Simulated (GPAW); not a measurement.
# Core-hole calculation of the Br K edge in MnBr2 (P-3m1)

How does the Br K edge of MnBr2 (P-3m1) move when the bonds are compressed or stretched?

Program: GPAW 26.7.0. Level of theory: X-ray absorption from dipole matrix elements to empty bands, plane-wave PAW LDA. Results are calculated unless marked as measured.

The database entry behind the starting cell has ideal inner coordinates that were not refined, so it need not match the best structure at ambient conditions.

## 1. The starting structure

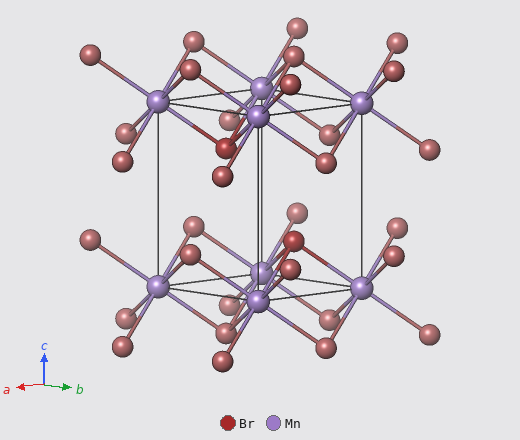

Start, viewed from a free direction; bromine red, manganese light purple. Some periodic images of atoms are drawn too.

As a file:

```xyz
3
Lattice="3.8200 0.0000 0.0000 -1.9100 3.3082 0.0000 0.0000 0.0000 6.1900" Properties=species:S:1:pos:R:3 pbc="T T T"
Br    1.9100    1.1027    4.6425
Br    0.0000    2.2055    1.5475
Mn    0.0000    0.0000    0.0000
```

## 2. Ground state of the crystal

The ground state comes first: it tells whether the system has a gap, which decides how the excited electron is treated.

Input file scf.py:

```python
import numpy as np
from ase import Atoms
from ase.parallel import parprint, paropen
from gpaw import GPAW, PW, FermiDirac, Mixer, MixerDif, setup_paths
from gpaw.test import gen
setup_paths.insert(0, '.')
gen('Br', name='nch1s', xcname='LDA', corehole=(1, 0, 0), write_xml=True)
from gpaw.mpi import world
world.barrier()

atoms = Atoms('Br2Mn',
    cell=[[3.82, 0, 0],
     [-1.91, 3.30821704, 0],
     [0, 0, 6.19]],
    scaled_positions=[[0.66666667, 0.33333333, 0.75],
     [0.33333333, 0.66666667, 0.25],
     [0, 0, 0]],
    magmoms=[0.0, 0.0, 4.0],
    pbc=True)
atoms.calc = calc = GPAW(legacy_gpaw=True, mode=PW(430), xc='LDA', setups={0: 'nch1s'},
    kpts={'size': (6, 6, 4), 'gamma': True}, occupations=FermiDirac(0.05),
    charge=0, mixer=MixerDif(0.05, 8, 50), maxiter=150,
    convergence={'density': 0.0001}, txt='scf.txt')
energy = atoms.get_potential_energy() + calc.get_reference_energy()
ef = calc.get_fermi_level()
out = dict(energy=energy, fermi=ef, forces=atoms.get_forces().tolist(), magmoms=atoms.get_magnetic_moments().tolist())
parprint(f'all-electron energy {energy:.4f} eV, Fermi level {ef:.4f} eV')
ev = np.array([[calc.get_eigenvalues(k, s) for k in range(len(calc.get_ibz_k_points()))] for s in range(calc.get_number_of_spins())])
out['homo'], out['lumo'], out['counts'] = ev[ev < ef].max(), ev[ev > ef].min(), sorted(set((ev < ef).sum((0, 2)).tolist()))
out['filled'] = (ev[:, 0] < ef).sum(1).tolist()
import json
with paropen('out.json', 'w') as f:
    json.dump(out, f)
```

Command:

```bash
> OMP_NUM_THREADS=1 mpirun -n 2 gpaw python scf.py
```

Numbers of over 12 decimals in the logs are rounded to 6 here.

What it wrote:

```text
Input parameters:
  convergence: {density: 0.0001}
  kpts: {gamma: True,
         size: (6, 6, 4)}
  maxiter: 150
  mixer: {backend: pulay,
          beta: 0.05,
          method: difference,
          nmaxold: 8,
          weight: 50}
  mode: {ecut: 430.0,
         name: pw}
  occupations: {fixmagmom: False,
                name: fermi-dirac,
                width: 0.05}
  setups: {0: nch1s}

Initialize ...

[... PAW data sets ...]

Reference energy: -173080.560743  # eV

Spin-polarized calculation.
Initial magnetic moment: 4.000000

[... convergence settings ...]
Symmetries present (total): 2
  [... symmetry matrices ...]

144 k-points: 6 x 6 x 4 Monkhorst-Pack grid + [1/12,1/12,1/8]
47 k-points in the irreducible part of the Brillouin zone
       k-points in crystal coordinates                weights
   0:     0.00000000    0.00000000    0.00000000          1/144
   1:     0.00000000    0.00000000    0.25000000          2/144
   2:     0.00000000    0.00000000    0.50000000          1/144
   3:     0.00000000    0.16666667   -0.25000000          2/144
   4:     0.00000000    0.16666667    0.00000000          2/144
   5:     0.00000000    0.16666667    0.25000000          2/144
   6:     0.00000000    0.16666667    0.50000000          2/144
   7:     0.00000000    0.33333333   -0.25000000          2/144
   8:     0.00000000    0.33333333    0.00000000          2/144
   9:     0.00000000    0.33333333    0.25000000          2/144
          ...
  46:     0.50000000    0.50000000    0.50000000          2/144

Wave functions: Plane wave expansion
  Cutoff energy: 430.000 eV
  Number of coefficients (min, max): 1564, 1629
  Pulay-stress correction: 0.000000 eV/Ang^3 (de/decut=0.000000)
  Using FFTW library
  Wavefunction extrapolation:
    Improved wavefunction reuse through dual PAW basis

Occupation numbers: Fermi-Dirac:
  width: 0.0500  # eV

Eigensolver
   Davidson(niter=2)

Densities:
  Coarse grid: 20*20*30 grid
  Fine grid: 40*40*60 grid
  Total Charge: 0.000000

Density mixing:
  Method: difference
  Backend: pulay
  Linear mixing parameter: 0.05
  old densities: 8
  Width of damping distribution: 1.1
  Damping of long wavelength oscillations: 50

[... Hamiltonian set-up ...]
Number of atoms: 3
Number of atomic orbitals: 21
Number of bands in calculation: 21
Number of valence electrons: 29
Bands to converge: occupied

... initialized

Initializing position-dependent things.

Density initialized from atomic densities
Creating initial wave functions:
  21 bands from LCAO basis set

             Br

         Br

       Mn

Atomic positions and initial magnetic moments

Positions:
   0 Br     1.910000    1.102739    4.642500    ( 0.0000,  0.0000,  0.0000)
   1 Br    -0.000000    2.205478    1.547500    ( 0.0000,  0.0000,  0.0000)
   2 Mn     0.000000    0.000000    0.000000    ( 0.0000,  0.0000,  4.0000)

Unit cell:
           periodic     x           y           z      points  spacing
  1. axis:    yes    3.820000    0.000000    0.000000    20     0.1654
  2. axis:    yes   -1.910000    3.308217    0.000000    20     0.1654
  3. axis:    yes    0.000000    0.000000    6.190000    30     0.2063

  Lengths:   3.820000   3.820000   6.190000
  Angles:   90.000000  90.000000 120.000000

Effective grid spacing dv^(1/3) = 0.1868

iter:   1   -16.501366                   +4.0018
iter:   2   -16.616355   -0.94  -1.49    +4.6999
iter:   3   -16.543578   -1.55  -1.50    +4.9708
iter:   4   -16.565436   -2.23  -1.68    +4.9630
iter:   5   -16.537143   -2.67  -1.87    +4.9921
iter:   6   -16.544672   -3.24  -2.12    +5.0119
iter:   7   -16.535327c  -3.29  -2.17    +5.0097
iter:   8   -16.546083c  -2.67  -2.74    +5.0031
iter:   9   -16.535632c  -2.66  -2.66    +5.0022
iter:  10   -16.534398c  -4.53  -3.16    +5.0007
iter:  11   -16.534221c  -4.23  -3.49    +4.9999
iter:  12   -16.534215c  -5.70  -3.72    +5.0000
iter:  13   -16.534177c  -5.45  -3.90    +5.0001
iter:  14   -16.534178c  -6.87  -4.30c   +5.0000
iter:  15   -16.534178c  -7.35  -4.32c   +5.0000
iter:  16   -16.534179c  -8.03c -4.86c   +5.0000

Converged after 16 iterations.

Dipole moment: (-0.000000, 0.000000, -0.000000) |e|*Ang

Total magnetic moment: (0.000000, 0.000000, 4.999989)
Local magnetic moments:
   0 Br ( 0.000000,  0.000000,  0.105943)
   1 Br ( 0.000000,  0.000000,  0.105943)
   2 Mn ( 0.000000,  0.000000,  4.278559)

Energy contributions relative to reference atoms: (reference = -173080.560743)

Kinetic:        +18.047807
Potential:      -15.685653
External:        +0.000000
XC:             -18.939180
Entropy (-ST):   -0.000002
Local:           +0.042849
SIC:             +0.000000
--------------------------
Free energy:    -16.534180
Extrapolated:   -16.534179

Spin contamination: 0.000241 electrons
Showing only first 2 kpts
                      Up                     Down
 Kpt  Band  Eigenvalues  Occupancy  Eigenvalues  Occupancy
  0    12      1.26546    1.00000      4.27711    0.00000
  0    13      1.26546    1.00000      4.27719    0.00000
  0    14      1.40166    1.00000      4.38416    0.00000
  0    15      2.70331    1.00000      5.35068    0.00000

  1    12      1.01403    1.00000      4.27212    0.00000
  1    13      1.19874    1.00000      4.27220    0.00000
  1    14      1.19874    1.00000      4.39236    0.00000
  1    15      2.77425    0.99999      5.41113    0.00000

Fermi level: 3.35153

Gap: 1.054 eV
Transition (v -> c):
  (s=0, k=2, n=16, [0.00, 0.00, 0.50]) -> (s=1, k=44, n=12, [0.50, 0.50, 0.00])
Direct/indirect transitions are different
Direct gap: 1.131 eV
Transition at: (s=0->1, k=44, n=16, [0.50, 0.50, 0.00])

Forces in eV/Ang:
  0 Br    0.00000   -0.00000    0.50868
  1 Br    0.00000    0.00000   -0.50868
  2 Mn    0.00000    0.00000    0.00000
Scalar-relativistic atomic LDA calculation for Br (Bromine, Z=35)
Core hole in 1s state (1s occupation: 2.0)
600 radial gridpoints.
|------------------------------------------------|
|------------------------------------------------|
[... the atom generator's iteration count ...]

Energy contributions:
-------------------------
Kinetic:    +2656.436810
XC:           -88.730960
Potential:  -5170.018878
-------------------------
Total:      -2602.313029

state      eigenvalue         ekin         rmax
-----------------------------------------------
1s^2.0 :  -488.260261   622.796606        0.028
2s^2.0 :   -63.564349   121.903013        0.160
2p^6.0 :   -56.150402   118.652045        0.127
3s^2.0 :    -8.711896    29.180009        0.485
3p^6.0 :    -6.365813    26.544782        0.481
3d^10.0:    -2.462203    21.474651        0.430
4s^2.0 :    -0.746223     4.366901        1.412
4p^5.0 :    -0.294109     2.803255        1.660
-----------------------------------------------
(units: Bohr and Hartree)

Generating PAW setup
Kinetic energy of the core from tauc = 2668.393520
Cutoffs:
rc(s)=2.100
rc(p)=2.100
rc(d)=2.100
rc(vbar)=1.890
rc(comp)=2.100
rc(nct)=2.100

Kinetic energy of the core states: 2633.686733
Charge: 0.0
Core electrons: 28.0
Valence electrons: 7.0
Pseudo-core charge: 0.342802
Shape function alpha=2.268
Pseudo-electron charge 7.950439
state    eigenvalue         norm
--------------------------------
4s(2) :    -0.746223     1.280310
*s    :     0.253777
4p(5) :    -0.294109     1.009404
*p    :     0.705891
*d    :     0.000000
--------------------------------

Diagonalizing with gridspacing h=0.050

state   all-electron     PAW
-------------------------------
4s:      -0.746223    -0.746605
4p:      -0.294109    -0.294500
*d:                    0.043415
*f:                    0.075014
-------------------------------
all-electron energy -173097.0949 eV, Fermi level 3.3515 eV
```

It took 24 s on 2 MPI ranks of Arm Neoverse V2, shared host; peak memory 0.25 GiB.

The mesh shows a gap of 1.05 eV, so the hole is first treated in a charged cell, without the excited electron.

Site moments (μB): 0.11, 0.11, 4.28.

## 3. Supercell without a hole, the energy reference

The photon energy needs a difference of total energies, so the cell and mesh of the coming hole run are first run without a hole.

scf.py, as its differences from that of step 2:

```diff
@@ -10,13 +10,19 @@
 
-atoms = Atoms('Br2Mn',
-    cell=[[3.82, 0, 0],
-     [-1.91, 3.30821704, 0],
-     [0, 0, 6.19]],
-    scaled_positions=[[0.66666667, 0.33333333, 0.75],
-     [0.33333333, 0.66666667, 0.25],
-     [0, 0, 0]],
-    magmoms=[0.0, 0.0, 4.0],
+atoms = Atoms('Br6Mn3',
+    cell=[[-5.73, 3.30821704, 0],
+     [-5.73, -3.30821704, 0],
+     [3.82, 0, 6.19]],
+    scaled_positions=[[0.25, 0.91666667, 0.75],
+     [0.58333333, 0.25, 0.75],
+     [0.91666667, 0.58333333, 0.75],
+     [0.41666667, 0.75, 0.25],
+     [0.75, 0.08333333, 0.25],
+     [0.08333333, 0.41666667, 0.25],
+     [0, 0, 0],
+     [0.33333333, 0.33333333, 0],
+     [0.66666667, 0.66666667, 0]],
+    magmoms=[0.0, 0.0, 0.0, 0.0, 0.0, 0.0, 4.0, 4.0, 4.0],
     pbc=True)
 atoms.calc = calc = GPAW(legacy_gpaw=True, mode=PW(430), xc='LDA', setups={0: 'nch1s'},
-    kpts={'size': (6, 6, 4), 'gamma': True}, occupations=FermiDirac(0.05),
+    kpts={'size': (2, 2, 2), 'gamma': True}, occupations=FermiDirac(0.02),
     charge=0, mixer=MixerDif(0.05, 8, 50), maxiter=150,
```

What it wrote:

```text
Input parameters:
  convergence: {density: 0.0001}
  kpts: {gamma: True,
         size: (2, 2, 2)}
  maxiter: 150
  mixer: {backend: pulay,
          beta: 0.05,
          method: difference,
          nmaxold: 8,
          weight: 50}
  mode: {ecut: 430.0,
         name: pw}
  occupations: {fixmagmom: False,
                name: fermi-dirac,
                width: 0.02}
  setups: {0: nch1s}

Initialize ...

[...]
4s(2) :    -0.746223     1.280310
*s    :     0.253777
4p(5) :    -0.294109     1.009404
*p    :     0.705891
*d    :     0.000000
--------------------------------

Diagonalizing with gridspacing h=0.050

state   all-electron     PAW
-------------------------------
4s:      -0.746223    -0.746605
4p:      -0.294109    -0.294500
*d:                    0.043415
*f:                    0.075014
-------------------------------
all-electron energy -519291.2522 eV, Fermi level 3.3499 eV
[key lines of the parts left out:]
Converged after 16 iterations.
Dipole moment: (-0.000000, -0.000000, -0.000000) |e|*Ang
Free energy:    -49.569928
Fermi level: 3.34994
```

Elapsed: 49 s, on 2 MPI ranks; peak memory 0.4 GiB; 97 s of CPU time.

Reference energy: -519291.252 eV with the cores included.

(Continued in part 2 of 3.)

[Banner, clock and machine lines of the logs are left out without a mark of their own.]

[Logs are printed without paths, hosts, clocks, repeated set-up lines and the standing remarks that a program may print on its own settings, such as how far it seeks lower states.]

[Hosts, paths, dates, database ids (printed as entryN), source tags and the programs' standing remarks are cut or masked in the printed files.]

[Lists of maxima count a maximum above −3 eV only where it reaches 4 % of the highest in the window and stands out from its surroundings by 2 % of it (1.5 % where it reaches 55 %); shoulders and weaker maxima are passed over, and of the rest the first, up to two pre-edge ones and the few strongest are named.]
